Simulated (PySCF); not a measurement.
# B3LYP/ma-def2-SVP run of C2H4ClFSi (SMILES F[C@@H]1[SiH2][C@H]1Cl)

What is the vertical singlet–triplet gap of C2H4ClFSi at B3LYP/ma-def2-SVP? The job is set up through a Python script.

The results are computed with PySCF 2.14.0.

### Step 1. Starting point

C2H4ClFSi: 9 atoms, total charge 0, spin state singlet. As SMILES, `F[C@@H]1[SiH2][C@H]1Cl`. Geometry: relaxed at GFN2-xTB.

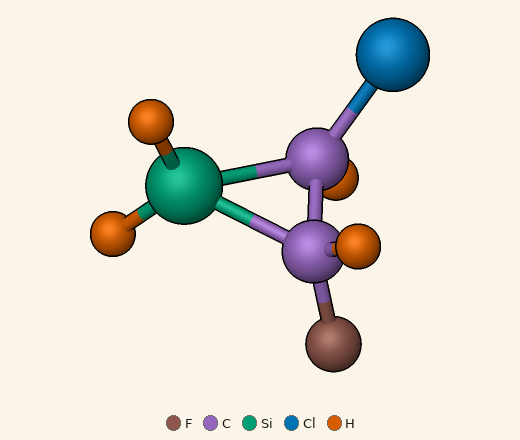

Viewed from a chosen angle; fluorine brown, carbon purple, silicon teal, chlorine blue, hydrogen orange.

### Step 2. The energy at B3LYP/ma-def2-SVP

Input file start.xyz:

```xyz
9
C2H4ClFSi
F     -1.146210    -1.396840    -0.980760
C     -0.277360    -0.348020    -0.817670
Si     1.036230    -0.380250     0.558970
C     -0.602730     0.568190     0.356790
Cl    -0.651210     2.295620    -0.007660
H     -0.114880     0.123440    -1.781960
H      2.252310     0.350340     0.279930
H      0.990670    -1.500820     1.474050
H     -1.486840     0.288330     0.918300
```

Input file run.py:

```python
from pyscf import gto, dft

mol = gto.M(
    atom='start.xyz',
    max_memory=1860,
    verbose=3,
    basis='ma-def2-svp',
)

ks = dft.RKS(mol, xc='b3lyp')
ks.conv_tol = 1e-10
ks.grids.level = 4
ks.kernel()
if not ks.converged:
    ks = ks.newton().run(ks.mo_coeff, ks.mo_occ)

e_final = ks.e_tot
print('E = %.10f Eh' % e_final)
```

Started as:

```
$ OMP_NUM_THREADS=1 python run.py
```

Standard output:

```text
converged SCF energy = -927.755895247649
E = -927.7558952476 Eh
```

Run time: 23 s. Hardware: 1 thread of Arm Neoverse V1, shared host; peak memory 0.56 GiB.

### Step 3. The triplet, same level

Input file geometry.xyz:

```xyz
9

F     -1.146210    -1.396840    -0.980760
C     -0.277360    -0.348020    -0.817670
Si     1.036230    -0.380250     0.558970
C     -0.602730     0.568190     0.356790
Cl    -0.651210     2.295620    -0.007660
H     -0.114880     0.123440    -1.781960
H      2.252310     0.350340     0.279930
H      0.990670    -1.500820     1.474050
H     -1.486840     0.288330     0.918300
```

Input file input.py:

```python
from pyscf import gto, dft

system = gto.Mole()
system.atom = 'geometry.xyz'
system.max_memory = 1860
system.verbose = 3
system.basis = 'ma-def2-svp'
system.spin = 2
system.build()

myscf = dft.UKS(system)
myscf.xc = 'b3lyp'
myscf.conv_tol = 1e-10
myscf.grids.level = 4
myscf.kernel()
if not myscf.converged:
    myscf = myscf.newton().run(myscf.mo_coeff, myscf.mo_occ)

etot = myscf.e_tot
print(f'total energy: {etot:.8f} hartree')
```

Started as:

```
$ OMP_NUM_THREADS=1 python input.py
```

Standard output:

```text
WARN: HOMO -0.0698565970300598 >= LUMO -0.267644383808123

WARN: HOMO -0.107205776221175 >= LUMO -0.207324385756375

WARN: HOMO -0.0921709834469122 >= LUMO -0.212454901327663

WARN: HOMO -0.0983240539038994 >= LUMO -0.216419969427535

WARN: HOMO -0.102577497244036 >= LUMO -0.21473359331484

WARN: HOMO -0.10266275945343 >= LUMO -0.212010668551809

WARN: HOMO -0.104051932881471 >= LUMO -0.212465947317519

WARN: HOMO -0.105123693671285 >= LUMO -0.212399267891876

WARN: HOMO -0.105121522622432 >= LUMO -0.212432169892296

WARN: HOMO -0.105193988028557 >= LUMO -0.212688705420196

WARN: HOMO -0.105181714783305 >= LUMO -0.212693316228772

WARN: HOMO -0.105134516173837 >= LUMO -0.212739742849998

WARN: HOMO -0.105194261595974 >= LUMO -0.212769340175563

WARN: HOMO -0.105193167193954 >= LUMO -0.212752277055147

WARN: HOMO -0.105194008163783 >= LUMO -0.212762225721371

WARN: HOMO -0.105182706373825 >= LUMO -0.212757127161073

WARN: HOMO -0.105185597394421 >= LUMO -0.212757442810541

WARN: HOMO -0.105185698933416 >= LUMO -0.212757445596193

WARN: HOMO -0.105185991191054 >= LUMO -0.212757263350047

converged SCF energy = -927.586756754436  <S^2> = 2.0071489  2S+1 = 3.0047621
total energy: -927.58675675 hartree
```

Wall time 62 s (1 thread of Arm Neoverse V1, shared host); peak memory 0.58 GiB.

### Step 4. Summary of results

At B3LYP/ma-def2-SVP:

| quantity | value |
| --- | --- |
| singlet: total energy | -927.75590 Eh |
| singlet: dipole moment | 2.22 D |
| singlet: HOMO energy | -7.17 eV |
| singlet: LUMO energy | -0.94 eV |
| singlet: HOMO–LUMO gap | 6.23 eV |
| triplet: total energy | -927.58676 Eh |
| triplet: dipole moment | 0.86 D |
| triplet: HOMO energy (highest over α and β) | -2.86 eV |
| triplet: ⟨S²⟩ | 2.007 |
| vertical energy of the triplet above the singlet | 4.602 eV |

In words: At this shape the triplet lies 4.60 eV (106 kcal/mol) above the singlet.
